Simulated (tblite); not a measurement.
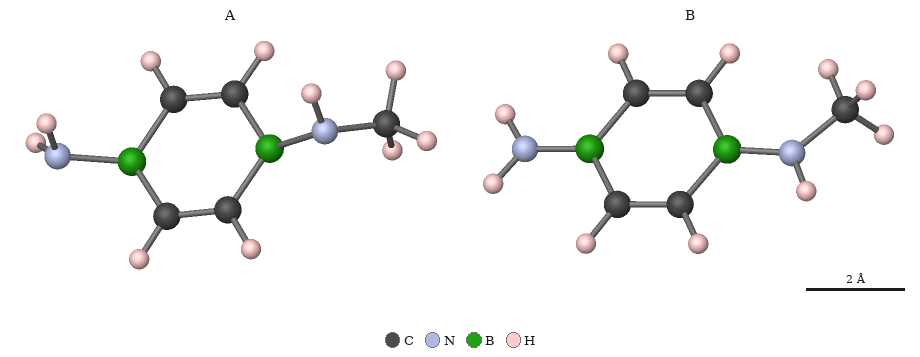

Two geometries of C₅H₁₀B₂N₂, drawn at one scale. One is the start of a relaxation, the other its converged end. Style: ball-and-stick. Shown at a tilt.

These are results of tblite 0.8.0, GFN2-xTB geometry optimisation, gas phase, not measurements. 

Which one is relaxed?

Answer. Structure B is the relaxed one. An H atom moves most after the best rigid fit: 2.20 Å. Largest moves by element: H 2.20 Å, N 0.67 Å, C 0.47 Å, B 0.39 Å. Among the contacts that change: B–N 1.555 → 1.392 Å, C–H 1.138 → 1.095 Å, H–N 1.048 → 1.006 Å, C–H 1.120 → 1.087 Å. Among the angles between lasting bonds that change: C–N–B 112.5° → 129.9°, B–N–H 109.7° → 123.5°, B–N–H 111.2° → 123.5°. After 136 geometry steps the energy has fallen by 2.785 eV. Cost: 1.5 s on 1 thread of Arm Neoverse N1 (shared host).
